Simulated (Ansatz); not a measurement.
Stretching the Si1–N2 bond in SiN (multiplicity 2 held). Energies count from the point at 1.567 Å.


R- and RO- levels are restricted; in cc, def2 and unpolarised 6-31G sets they are followed outwards from rest. U- levels take the lowest unrestricted solution at each point, which mixes spins at long bonds. Left out are points that failed, MP2 points that dive below the minimum, coupled-cluster points behind a jump of the amplitudes or a sharp parting from full CI or MRCI, small-basis points behind a change of solution, and semi-empirical points at long bonds. Curves can end on different states.

Frozen-core correlation.

Run with Ansatz (an electronic-structure program). Values without a source in brackets are computed.

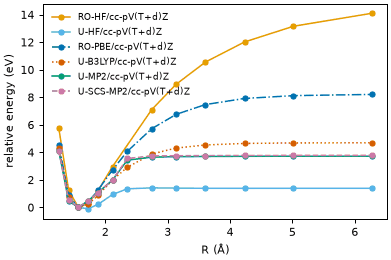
Figure: Relative energy along the coordinate

### Question
Read off the RO-PBE/cc-pV(T+d)Z curve at R = 6.270.

### Answer
about 8.2 eV

Doubts at one or more of the structures used: a restricted determinant that unrestricted orbitals would lower (RO-HF/cc-pV(T+d)Z, RO-PBE/cc-pV(T+d)Z); a spin-contaminated determinant (U-HF/cc-pV(T+d)Z, U-B3LYP/cc-pV(T+d)Z, U-MP2/cc-pV(T+d)Z, U-SCS-MP2/cc-pV(T+d)Z).
